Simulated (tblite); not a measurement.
# Geometry relaxation of C5H10BFGe (part 4 of 4)

Continued. System: C5H10BFGe. Method: GFN2-xTB geometry optimisation, gas phase (tblite 0.8.0). It belongs to a series of runs on one base structure; here: C replaced by Ge.

Geometry of the input (Å):
```
F  -3.0710  1.8169  0.8010
B  -3.0621  0.6003  0.0295
C  -2.0897  -0.5736  0.5617
C  -1.0342  -0.8135  -0.5020
C  -0.2936  0.4440  -0.6545
C  0.7972  0.5419  0.0406
C  1.9097  0.6240  0.7366
Ge 3.4452  -0.1414  -0.0870
H  -3.4359  0.6226  -1.0859
H  -2.7515  -1.4509  0.7316
H  -1.6126  -0.2412  1.5164
H  -1.4666  -1.2053  -1.4447
H  -0.3751  -1.6246  -0.0664
H  -0.5339  1.2593  -1.2820
H  1.8495  1.0961  1.6809
H  4.6616  -0.1912  0.8674
H  3.2084  -1.5815  -0.6032
H  3.8460  0.8245  -1.2515
```

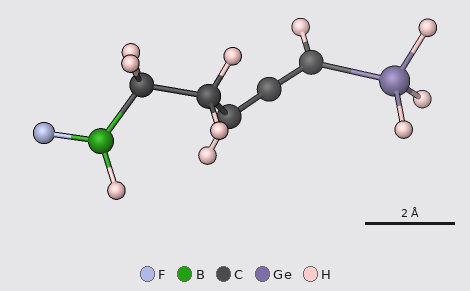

Fig. 1: The geometry at step 170 of the log (ball-and-stick view, seen at a tilt).

Trajectory as extended XYZ, continued
```
18
Properties=species:S:1:pos:R:3:forces:R:3 step=153 energy=-643.75914
F    -4.4495    0.9939    0.3390    0.0020   0.0070   0.0200
B    -3.3625    0.5379   -0.2492   -0.0040  -0.0030  -0.0160
C    -2.3698   -0.3441    0.6026    0.0110   0.0270  -0.0110
C    -1.0760   -0.7869   -0.0952    0.0000   0.0010  -0.0020
C    -0.1744    0.3850   -0.3736   -0.0080  -0.0050   0.0060
C     1.0196    0.5085    0.1182   -0.0080  -0.0140   0.0080
C     2.2281    0.5664    0.5881   -0.0070   0.0140   0.0000
Ge    3.7931   -0.1264   -0.3371   -0.0070   0.0240   0.0050
H    -3.2438    0.8186   -1.3840    0.0060  -0.0120  -0.0100
H    -2.9094   -1.2352    0.9408   -0.0040  -0.0040  -0.0170
H    -2.1074    0.1884    1.5213   -0.0030   0.0100   0.0400
H    -1.3275   -1.2730   -1.0417    0.0130  -0.0040   0.0010
H    -0.5413   -1.5060    0.5290    0.0000  -0.0060  -0.0130
H    -0.5895    1.1651   -0.9978   -0.0120  -0.0140  -0.0050
H     2.4049    1.0421    1.5460    0.0140   0.0040   0.0080
H     4.6049   -0.9759    0.5901   -0.0020  -0.0230   0.0080
H     3.4021   -0.9403   -1.5246    0.0200   0.0100  -0.0060
H     4.6896    0.9879   -0.7837   -0.0110  -0.0120  -0.0150
18
Properties=species:S:1:pos:R:3:forces:R:3 step=157 energy=-643.76041
F    -4.4594    0.9869    0.2760   -0.0050   0.0180   0.0120
B    -3.3748    0.4989   -0.2899    0.0250  -0.0080  -0.0020
C    -2.3758   -0.3278    0.6100   -0.0090  -0.0010   0.0230
C    -1.0633   -0.7698   -0.0517   -0.0050   0.0140  -0.0020
C    -0.1701    0.4058   -0.3370    0.0150   0.0040  -0.0010
C     1.0291    0.5266    0.1433    0.0150   0.0310   0.0310
C     2.2442    0.5773    0.5977    0.0120   0.0040  -0.0120
Ge    3.7852   -0.1281   -0.3596    0.0290  -0.0220  -0.0160
H    -3.2656    0.7006   -1.4431    0.0060  -0.0100   0.0110
H    -2.9084   -1.2206    0.9574    0.0000  -0.0020  -0.0210
H    -2.1444    0.2280    1.5248   -0.0030   0.0020  -0.0250
H    -1.2883   -1.2728   -0.9959   -0.0050  -0.0290   0.0070
H    -0.5304   -1.4706    0.5944   -0.0150  -0.0140  -0.0100
H    -0.5955    1.1788   -0.9639    0.0150  -0.0050   0.0190
H     2.4515    1.0479    1.5527   -0.0410  -0.0020  -0.0140
H     4.5311   -1.1180    0.4874   -0.0330   0.0290  -0.0160
H     3.3699   -0.8036   -1.6255    0.0230   0.0180   0.0160
H     4.7563    0.9667   -0.6885   -0.0250  -0.0260  -0.0010
18
Properties=species:S:1:pos:R:3:forces:R:3 step=162 energy=-643.76147
F    -4.4426    1.0002    0.2764   -0.0120   0.0230   0.0020
B    -3.3677    0.4942   -0.2924    0.0040   0.0000   0.0020
C    -2.3742   -0.3347    0.6097   -0.0030  -0.0020  -0.0100
C    -1.0567   -0.7676   -0.0474   -0.0020  -0.0120  -0.0030
C    -0.1694    0.4136   -0.3285   -0.0060  -0.0040   0.0010
C     1.0288    0.5433    0.1514   -0.0120  -0.0120  -0.0160
C     2.2475    0.5936    0.5945   -0.0010   0.0110   0.0090
Ge    3.7780   -0.1289   -0.3642    0.0020   0.0020  -0.0150
H    -3.2633    0.6816   -1.4479    0.0020  -0.0040  -0.0020
H    -2.9076   -1.2329    0.9411    0.0020   0.0020   0.0040
H    -2.1531    0.2171    1.5285    0.0060  -0.0130   0.0020
H    -1.2771   -1.2717   -0.9925    0.0020  -0.0080   0.0040
H    -0.5242   -1.4699    0.5972    0.0010   0.0000   0.0040
H    -0.6030    1.1855   -0.9501    0.0120   0.0120   0.0030
H     2.4550    1.0615    1.5496   -0.0010   0.0120   0.0150
H     4.4980   -1.1291    0.4864    0.0030  -0.0060   0.0040
H     3.3553   -0.7949   -1.6300    0.0090  -0.0020  -0.0070
H     4.7676    0.9456   -0.6936   -0.0040   0.0030   0.0020
18
Properties=species:S:1:pos:R:3:forces:R:3 step=166 energy=-643.76197
F    -4.4297    1.0267    0.2725   -0.0100   0.0220   0.0070
B    -3.3699    0.4895   -0.2956    0.0020  -0.0020  -0.0050
C    -2.3757   -0.3319    0.6120   -0.0040  -0.0060   0.0100
C    -1.0582   -0.7663   -0.0441   -0.0080   0.0010   0.0050
C    -0.1721    0.4154   -0.3264    0.0030   0.0010  -0.0040
C     1.0290    0.5408    0.1468    0.0130  -0.0080   0.0150
C     2.2470    0.5920    0.5922    0.0080  -0.0020  -0.0080
Ge    3.7808   -0.1286   -0.3666    0.0050   0.0160   0.0220
H    -3.2789    0.6405   -1.4576    0.0020   0.0010  -0.0030
H    -2.9086   -1.2301    0.9439   -0.0040  -0.0050   0.0000
H    -2.1563    0.2195    1.5315    0.0080  -0.0050  -0.0090
H    -1.2794   -1.2742   -0.9867    0.0060  -0.0040  -0.0070
H    -0.5248   -1.4659    0.6027    0.0020  -0.0020   0.0030
H    -0.6035    1.1942   -0.9410   -0.0140  -0.0070  -0.0080
H     2.4502    1.0574    1.5501    0.0070   0.0000  -0.0060
H     4.4876   -1.1464    0.4760   -0.0070   0.0020  -0.0070
H     3.3726   -0.7688   -1.6491   -0.0120  -0.0180  -0.0130
H     4.7811    0.9425   -0.6722    0.0010   0.0140   0.0090
18
Properties=species:S:1:pos:R:3:forces:R:3 step=170 energy=-643.76230
F    -4.4145    1.0533    0.2699    0.0090   0.0070   0.0030
B    -3.3707    0.4848   -0.2983   -0.0020   0.0030  -0.0080
C    -2.3771   -0.3350    0.6123    0.0000   0.0040  -0.0110
C    -1.0576   -0.7665   -0.0422    0.0060  -0.0020   0.0010
C    -0.1718    0.4169   -0.3218   -0.0020  -0.0050   0.0080
C     1.0295    0.5413    0.1524   -0.0120   0.0120  -0.0060
C     2.2489    0.5989    0.5933   -0.0070  -0.0040  -0.0020
Ge    3.7788   -0.1238   -0.3684    0.0030  -0.0140  -0.0210
H    -3.2902    0.6096   -1.4645    0.0000   0.0010   0.0040
H    -2.9088   -1.2344    0.9431   -0.0020  -0.0030  -0.0030
H    -2.1581    0.2167    1.5309    0.0040   0.0010   0.0090
H    -1.2743   -1.2747   -0.9863    0.0040   0.0020   0.0100
H    -0.5234   -1.4642    0.6063   -0.0050  -0.0060  -0.0050
H    -0.6056    1.1971   -0.9337    0.0020  -0.0160   0.0000
H     2.4534    1.0633    1.5515    0.0070  -0.0020  -0.0090
H     4.4690   -1.1622    0.4610    0.0050  -0.0050   0.0120
H     3.3690   -0.7514   -1.6589   -0.0070   0.0080   0.0090
H     4.7949    0.9366   -0.6583   -0.0040   0.0180   0.0090
18
Properties=species:S:1:pos:R:3:forces:R:3 step=174 energy=-643.76286
F    -4.3851    1.1023    0.2844    0.0060   0.0010   0.0070
B    -3.3730    0.4890   -0.2943    0.0210   0.0150   0.0020
C    -2.3768   -0.3339    0.6112    0.0130  -0.0070   0.0100
C    -1.0608   -0.7710   -0.0467    0.0040  -0.0010  -0.0080
C    -0.1734    0.4101   -0.3271   -0.0030   0.0080  -0.0050
C     1.0269    0.5369    0.1481   -0.0010  -0.0090  -0.0090
C     2.2451    0.5939    0.5917    0.0150  -0.0170   0.0020
Ge    3.7840   -0.1216   -0.3637   -0.0150   0.0180  -0.0030
H    -3.3207    0.5795   -1.4649    0.0030  -0.0020  -0.0050
H    -2.9135   -1.2325    0.9373    0.0040   0.0010   0.0050
H    -2.1467    0.2107    1.5315   -0.0300   0.0020   0.0030
H    -1.2798   -1.2776   -0.9898   -0.0110  -0.0110  -0.0250
H    -0.5267   -1.4710    0.5985   -0.0030  -0.0140   0.0190
H    -0.6059    1.1880   -0.9419   -0.0100   0.0050  -0.0080
H     2.4447    1.0566    1.5514    0.0160   0.0090  -0.0010
H     4.4763   -1.1592    0.4645    0.0060  -0.0010   0.0150
H     3.3857   -0.7447   -1.6586   -0.0130  -0.0010  -0.0090
H     4.7910    0.9509   -0.6432   -0.0010   0.0040   0.0100
18
Properties=species:S:1:pos:R:3:forces:R:3 step=178 energy=-643.76346
F    -4.2900    1.2254    0.3386    0.1230  -0.0850  -0.0730
B    -3.3573    0.5140   -0.2688   -0.0880   0.0440   0.0150
C    -2.3700   -0.3498    0.6099   -0.0240   0.0200  -0.0110
C    -1.0674   -0.7865   -0.0752    0.0100  -0.0060  -0.0010
C    -0.1788    0.3951   -0.3518    0.0050  -0.0070  -0.0060
C     1.0166    0.5283    0.1348    0.0080  -0.0090  -0.0030
C     2.2300    0.5899    0.5925   -0.0220   0.0090   0.0070
Ge    3.7839   -0.1141   -0.3462   -0.0290   0.0100   0.0290
H    -3.3683    0.5461   -1.4463   -0.0020   0.0170   0.0650
H    -2.9158   -1.2528    0.9100    0.0040   0.0280  -0.0020
H    -2.1260    0.1652    1.5429   -0.0120  -0.0070   0.0090
H    -1.3037   -1.2759   -1.0241   -0.0070  -0.0080   0.0120
H    -0.5313   -1.4991    0.5551    0.0070  -0.0040  -0.0090
H    -0.6099    1.1668   -0.9766    0.0090   0.0030   0.0090
H     2.4171    1.0631    1.5508    0.0090  -0.0110  -0.0220
H     4.5094   -1.1011    0.5153   -0.0060  -0.0110   0.0040
H     3.3931   -0.7855   -1.6189    0.0040  -0.0010  -0.0090
H     4.7597    0.9772   -0.6536    0.0120   0.0200  -0.0150
18
Properties=species:S:1:pos:R:3:forces:R:3 step=183 energy=-643.76430
F    -4.2862    1.2215    0.3518    0.0100  -0.0060  -0.0020
B    -3.3535    0.5219   -0.2614    0.0010   0.0090  -0.0010
C    -2.3676   -0.3496    0.6086    0.0040  -0.0070   0.0040
C    -1.0710   -0.7924   -0.0848   -0.0020  -0.0010   0.0040
C    -0.1801    0.3873   -0.3605   -0.0020  -0.0030  -0.0010
C     1.0132    0.5214    0.1300   -0.0010  -0.0030   0.0020
C     2.2247    0.5877    0.5905    0.0030  -0.0030   0.0010
Ge    3.7841   -0.1117   -0.3393    0.0070  -0.0010  -0.0080
H    -3.3587    0.5751   -1.4356   -0.0020   0.0070  -0.0020
H    -2.9170   -1.2491    0.9089   -0.0120  -0.0040   0.0020
H    -2.1177    0.1592    1.5437   -0.0020  -0.0010  -0.0050
H    -1.3157   -1.2774   -1.0337   -0.0080  -0.0020   0.0050
H    -0.5351   -1.5109    0.5386    0.0070   0.0030   0.0010
H    -0.6097    1.1624   -0.9816    0.0040   0.0000  -0.0050
H     2.4112    1.0600    1.5483   -0.0040   0.0050   0.0050
H     4.5236   -1.0727    0.5408   -0.0050   0.0030  -0.0030
H     3.4039   -0.8143   -1.5993    0.0000   0.0030   0.0020
H     4.7430    0.9879   -0.6765    0.0030   0.0000   0.0010
18
Properties=species:S:1:pos:R:3:forces:R:3 step=187 energy=-643.76441
F    -4.2735    1.2305    0.3676   -0.0020   0.0030  -0.0010
B    -3.3493    0.5290   -0.2556    0.0070  -0.0020   0.0000
C    -2.3660   -0.3543    0.6061   -0.0050   0.0010   0.0000
C    -1.0712   -0.7963   -0.0908   -0.0040  -0.0030   0.0000
C    -0.1796    0.3828   -0.3666   -0.0020   0.0000   0.0000
C     1.0114    0.5194    0.1288    0.0050  -0.0010   0.0050
C     2.2215    0.5889    0.5927    0.0020   0.0010  -0.0040
Ge    3.7829   -0.1092   -0.3360   -0.0040  -0.0030   0.0060
H    -3.3611    0.5898   -1.4294    0.0020   0.0050  -0.0020
H    -2.9201   -1.2532    0.9003    0.0000   0.0000   0.0000
H    -2.1145    0.1481    1.5440    0.0020  -0.0020   0.0060
H    -1.3198   -1.2790   -1.0396   -0.0020  -0.0060  -0.0010
H    -0.5335   -1.5161    0.5296    0.0010   0.0000   0.0020
H    -0.6061    1.1563   -0.9919   -0.0010  -0.0010  -0.0030
H     2.4049    1.0642    1.5498   -0.0040   0.0010  -0.0030
H     4.5313   -1.0535    0.5541    0.0010  -0.0010  -0.0010
H     3.4003   -0.8326   -1.5833    0.0020   0.0060  -0.0020
H     4.7335    0.9915   -0.6914    0.0020   0.0010  -0.0020
```

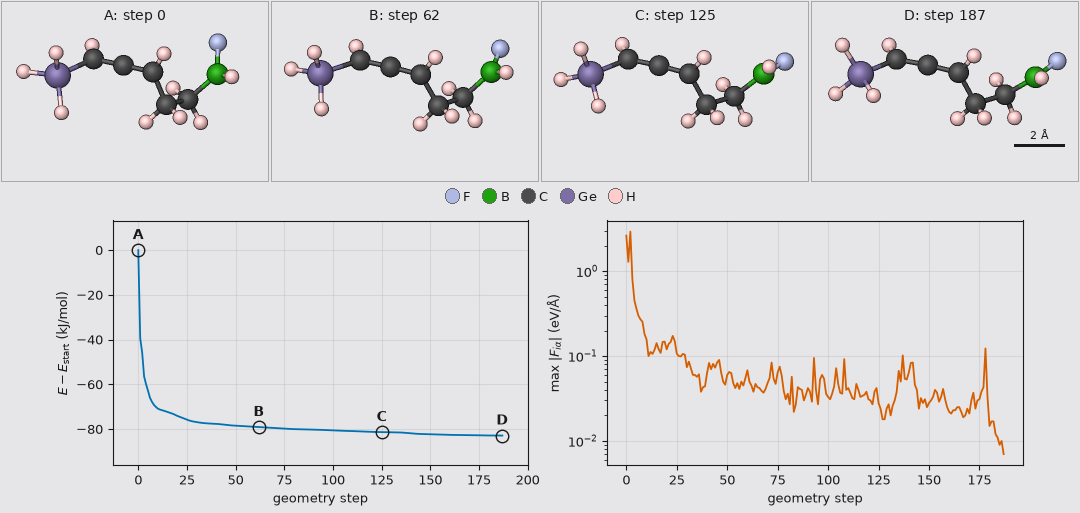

Fig. 2: Frames of the relaxation (ball-and-stick view, seen at a tilt) above the curves, on which the letters mark them (steps are counted from 0).

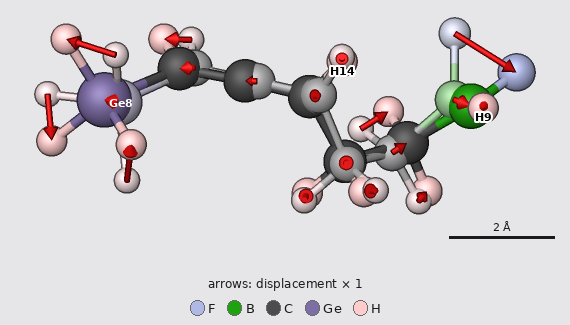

Fig. 3: Start (faint) and end (solid) with the displacements as red arrows, at true length (ball-and-stick view, seen at a tilt). The two geometries are laid on each other by the best rigid fit. F1 moves most after the best rigid fit: 1.41 Å. By element the largest moves are F 1.41 Å, H 1.25 Å, Ge 0.42 Å, C 0.41 Å, B 0.41 Å. Among the contacts that change: F1–B2 1.441 → 1.317 Å, Ge8–H18 1.565 → 1.497 Å, Ge8–H17 1.548 → 1.492 Å, Ge8–H16 1.547 → 1.498 Å. Among the angles that change: C4–C5–H14 127.5° → 115.6°, Ge8–C7–H15 127.7° → 116.3°, C6–C7–Ge8 115.4° → 123.9°. After 187 geometry steps the energy has fallen by 82.9 kJ/mol. The largest force component goes from 2.6 to 0.007 eV/Å. (Atoms are counted from 1 in the order of the input.)
